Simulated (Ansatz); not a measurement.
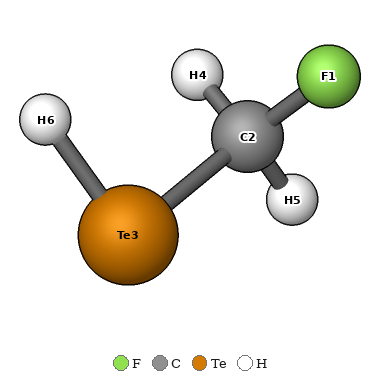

The system is CH3FTe, SMILES FC[TeH]; the picture shows the reference structure. The first coordinate is: bond length C2–H5; the second: angle H5–C2–Te3. Nothing is relaxed (all other coordinates rigid). The scan uses a 15 × 15 grid. All energies are given in kJ/mol relative to the relaxed molecule at the same level. The reference is spin-restricted, which grows unreliable where a bond is stretched far. Level of theory: Ansatz 0.2.0, RKS PBE0-D4/def2-TZVP.

Its coordinates:

```xyz
6

F    -1.4421   -0.4114   -0.3842
C    -0.1495    0.0114   -0.5426
Te    0.6524    0.9395    1.2165
H     0.4776   -0.8420   -0.7982
H    -0.1127    0.7636   -1.3322
H     1.0125   -0.5130    1.9287
```

Range: bond length C2–H5 from 0.895 to 1.637 Å; angle H5–C2–Te3 from 61.4 to 151.4°.

> What will the energy surface look like?

The lowest grid point is at bond length C2–H5 = 1.107 Å, angle H5–C2–Te3 = 106.4°, 0.39 kJ/mol from the relaxed molecule at the same level. No other kind of well shows on this grid. The highest grid point, bond length C2–H5 = 1.637 Å, angle H5–C2–Te3 = 61.4°, lies 347 kJ/mol above the lowest. Round the minimum the two coordinates are nearly uncoupled.

| angle H5–C2–Te3 ↓, bond length C2–H5 → | 0.895 | 0.948 | 1.001 | 1.054 | 1.107 | 1.160 | 1.213 | 1.266 | 1.319 | 1.372 | 1.425 | 1.478 | 1.531 | 1.584 | 1.637 |
| --- | --- | --- | --- | --- | --- | --- | --- | --- | --- | --- | --- | --- | --- | --- | --- |
| 151.4 | 266 | 215 | 183 | 167 | 161 | 164 | 172 | 185 | 200 | 217 | 236 | 255 | 274 | 293 | 312 |
| 145.0 | 220 | 170 | 139 | 124 | 119 | 123 | 132 | 145 | 162 | 180 | 199 | 220 | 240 | 261 | 281 |
| 138.6 | 182 | 132 | 102 | 87 | 83 | 87 | 97 | 112 | 129 | 148 | 169 | 190 | 211 | 233 | 254 |
| 132.1 | 150 | 100 | 71 | 56 | 53 | 58 | 69 | 84 | 102 | 122 | 143 | 165 | 187 | 210 | 232 |
| 125.7 | 125 | 76 | 47 | 33 | 30 | 35 | 47 | 63 | 81 | 102 | 124 | 146 | 169 | 192 | 215 |
| 119.3 | 108 | 59 | 30 | 16 | 14 | 19 | 31 | 47 | 66 | 88 | 110 | 133 | 157 | 180 | 204 |
| 112.8 | 97 | 48 | 19 | 6 | 4 | 10 | 22 | 38 | 58 | 79 | 102 | 125 | 149 | 173 | 197 |
| 106.4 | 93 | 44 | 16 | 2 | 0 | 7 | 19 | 36 | 55 | 77 | 100 | 123 | 147 | 171 | 195 |
| 100.0 | 96 | 47 | 19 | 6 | 4 | 10 | 23 | 39 | 59 | 81 | 103 | 127 | 151 | 175 | 199 |
| 93.6 | 105 | 57 | 29 | 16 | 14 | 20 | 33 | 50 | 69 | 91 | 113 | 137 | 161 | 185 | 208 |
| 87.1 | 122 | 74 | 46 | 33 | 31 | 38 | 50 | 67 | 86 | 108 | 130 | 153 | 177 | 200 | 223 |
| 80.7 | 146 | 98 | 70 | 57 | 56 | 62 | 75 | 91 | 110 | 131 | 154 | 176 | 199 | 222 | 244 |
| 74.3 | 177 | 129 | 102 | 89 | 88 | 94 | 107 | 123 | 142 | 162 | 184 | 206 | 228 | 250 | 272 |
| 67.8 | 216 | 169 | 142 | 130 | 129 | 136 | 148 | 164 | 182 | 202 | 223 | 244 | 265 | 286 | 306 |
| 61.4 | 263 | 217 | 191 | 180 | 179 | 186 | 198 | 214 | 231 | 251 | 270 | 290 | 310 | 329 | 347 |

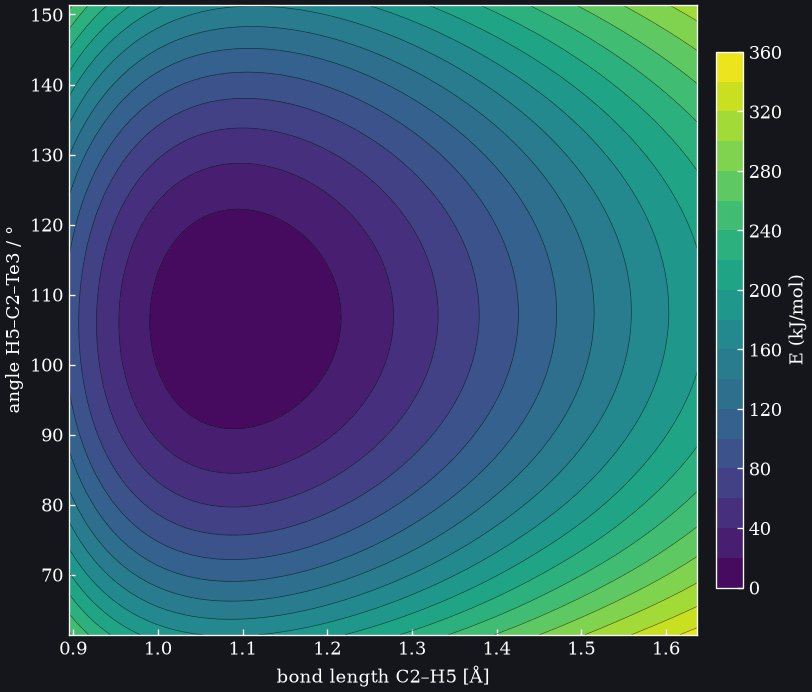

Drawn: filled contours. Between grid points the surface is interpolated.

Each point was launched as `ansatz run input.yaml --threads 1 --pin off --max-ram 2560MiB --backend cpu --events-out ev --progress --plain --runs-dir out`. Time for the 225 points that were run: 26 min on 1 thread of Arm Neoverse N1 (shared host).
